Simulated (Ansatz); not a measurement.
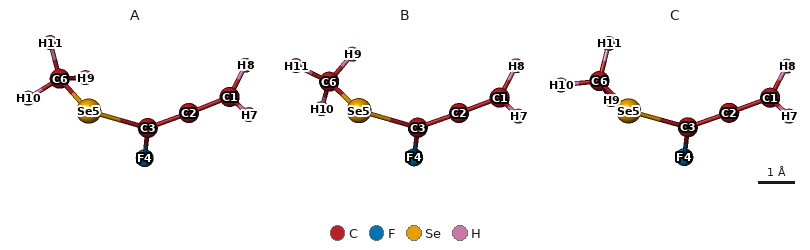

3 geometries from a converged minimum-energy path of C4H5FSe, shuffled. Style: ball-and-stick. Shown at a tilt.

The calculation used RHF/def2-SVP in Ansatz 0.2.0. Settings: 9 movable images; climbing image; force threshold 0.05 eV/Å; iteration limit 60; starting path through a guess of the saddle point.

Which frame is the top of the path?

Answer. A. In order along the path, whose images run from 0 to 10: C (image 2, +2.0 kJ/mol), A (image 5, +6.7 kJ/mol), B (image 9, +0.5 kJ/mol). The motion is a rotation about the Se5–C6 bond by about 120°. No bond forms or breaks between the ends. Bond angles that change up to the highest image, for instance: Se5–C6–H10 106.6° → 109.5°.

The run took 8.8 min on 2 threads of Arm Neoverse V2, with other jobs on the host, peak memory 0.34 GiB.
